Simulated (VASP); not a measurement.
Band structure of SrAlSi (space group P-6m2). These are PBEsol GGA with spin-orbit coupling, VASP's PBE PAW potentials (set 64) (plane waves; VASP 6.6.1) values and carry that method's errors.

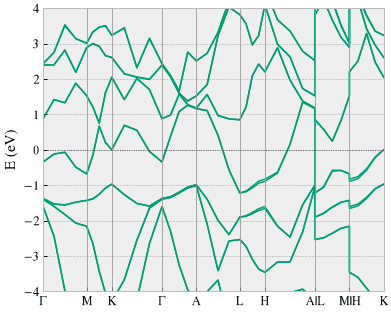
Bands along high-symmetry lines, zero at the valence-band maximum or, without a gap, the Fermi level

Q: Read the plot: is there a gap, and where are the band edges?

A: It has no gap at this level: it comes out as a metal or semimetal.

The structure comes from a computed database's SrAlSi entry (P-6m2); how it stands against other phases isn't given here. It was relaxed first.
